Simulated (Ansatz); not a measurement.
Band structure of Tl₃Ga (Fm-3m, 4 atoms in the cell).

```yaml
crystal:
  lattice:
    - [0.00000, 3.87739, 3.87739]
    - [3.87739, 0.00000, 3.87739]
    - [3.87739, 3.87739, 0.00000]
  atoms:
    - { symbol: Tl, position: [0.25000, 0.25000, 0.25000] }
    - { symbol: Tl, position: [0.75000, 0.75000, 0.75000] }
    - { symbol: Tl, position: [0.50000, 0.50000, 0.50000] }
    - { symbol: Ga, position: [0.00000, 0.00000, 0.00000] }
```

Method: PBEsol, PAW files made with PBE (plane waves; Ansatz, a quantum-chemistry and plane-wave program).

Settings: basis.ecutwfc = 420 eV; kpoints.mp_grid.grid = 5 5 5; hamiltonian.xc = pbesol; hamiltonian.pseudopotentials = {kind: paw} (the program's default PAW files); scf.occupations.method = fermi_dirac; scf.occupations.width = 0.136 eV; kpoints.band_path.npoints = 8.

The starting cell comes from a database of computed structures (which also holds hypothetical and non-ambient phases and stackings), without a prior relaxation at this level. Spin-orbit coupling is off.

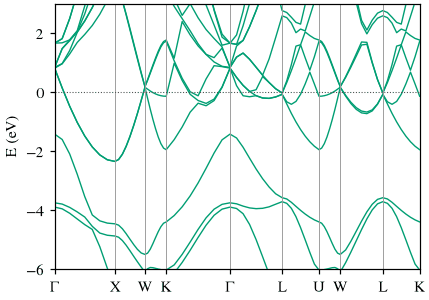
Bands along the path, energies from the Fermi level.

Levels in eV from the Fermi level, bands 23 to 30:
```csv
point,23,24,25,26,27,28,29,30
Γ,-3.74,-1.42,0.82,0.82,0.82,0.85,0.85,0.85
X,-4.87,-4.45,-2.34,-2.34,3.59,3.74,4.52,4.52
W,-6.08,-5.49,0.17,0.17,0.19,0.19,4.82,4.82
K,-6.02,-4.39,-1.94,-0.13,1.73,1.77,3.46,3.80
L,-3.70,-3.57,-0.07,-0.07,-0.02,-0.02,2.59,2.77
U,-6.02,-4.39,-1.94,-0.13,1.73,1.77,3.46,3.80
```

Bands cross the Fermi level along this path, so the cell is metallic at this level.

Keys are those of Ansatz 0.2.
